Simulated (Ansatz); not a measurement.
System Bi (space group R-3m, No. 166); source of the atomic positions: the end point of a relaxation with DFT, PBE, all-electron LAPW, scalar-relativistic in Ansatz.

```cif
data_structure
_symmetry_space_group_name_H-M 'R-3m:H'
_symmetry_Int_Tables_number 166
_cell_length_a 4.5867
_cell_length_b 4.5867
_cell_length_c 12.1272
_cell_angle_alpha 90.000
_cell_angle_beta 90.000
_cell_angle_gamma 120.000
_cell_volume 220.95
loop_
_atom_site_label
_atom_site_type_symbol
_atom_site_symmetry_multiplicity
_atom_site_Wyckoff_symbol
_atom_site_fract_x
_atom_site_fract_y
_atom_site_fract_z
_atom_site_occupancy
Bi1 Bi 6 c 0.00000 0.00000 0.23376 1
```

Describe the stacking along c, with columns A (0, 0), B (1/3, 2/3), C (2/3, 1/3) of the hexagonal mesh.

Bi(C) – Bi(A) – Bi(B) – Bi(C) – Bi(A) – Bi(B) (six layers in 12.13 Å).

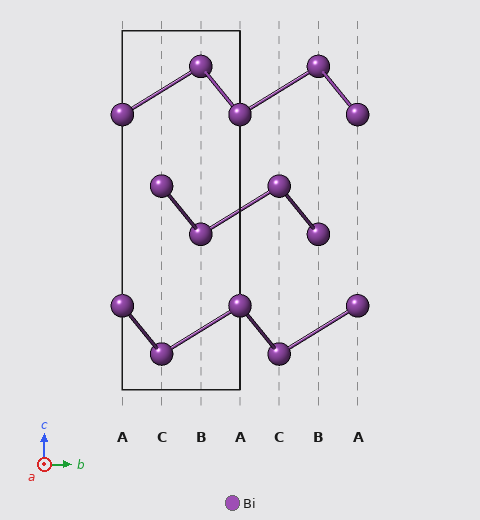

The picture looks along a close-packed row of the hexagonal mesh; c points upwards. The dashed lines mark the three columns A (0, 0), B (1/3, 2/3) and C (2/3, 1/3). The sequence starts with the first layer at or above the cell's origin.
